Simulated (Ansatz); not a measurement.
**Ligand exchange: C2H5BrSi + NaOH → C2H6OSi + NaBr**

Species: C2H5BrSi `C=C[SiH2]Br`, singlet; NaOH `[OH][Na]`, singlet; C2H6OSi `C=C[SiH2]O`, singlet; NaBr, singlet. The partners trade Br for OH: Si–Br and Na–OH bonds give way to Si–OH and Na–Br.

Shapes, held fixed at every level: PBE0-D4/def2-TZVP. Flexible molecules stand in one conformer, not always the lowest. Programs: Ansatz 0.2.0. The zero-point and thermal change to 298 K, harmonic and unscaled (PBE0-D4/def2-TZVP), is +3.7 kJ/mol.

```
                level                   kind  ΔH(298 K) (kJ/mol)  less CCSD(T)/def2-TZVPP  CPU time (sum over the molecules)
    PBE-D4/def2-TZVPP                    GGA              -151.7                    +14.7                               28 s
 r2SCAN-D4/def2-TZVPP               meta-GGA              -166.2                     +0.2                               52 s
  B3LYP-D4/def2-TZVPP          global hybrid              -164.6                     +1.8                               49 s
r2SCAN0-D4/def2-TZVPP          global hybrid              -174.0                     -7.6                               54 s
         MP2/def2-SVP    perturbation theory              -170.5                     -4.1                                  –
      CCSD/def2-TZVPP  coupled cluster or CI              -170.5                     -4.1                                  –
   CCSD(T)/def2-TZVPP  coupled cluster or CI              -166.4                      0.0                             17 min
```

The highest level, CCSD(T)/def2-TZVPP, gives ΔH(298 K) = -166.4 kJ/mol; the levels span -174.0 to -151.7. The column of differences is taken from that level and isn't an error. No measured value is set beside it here. Relativity is left out for Br. Outer-core shells of Br, Na are correlated in most correlated rows, in sets that cover them unevenly. Times are processor times on shared x86 and Arm servers, and rough.

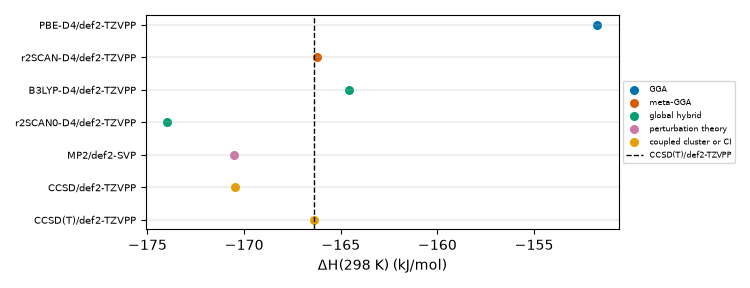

The values of the table, level by level.
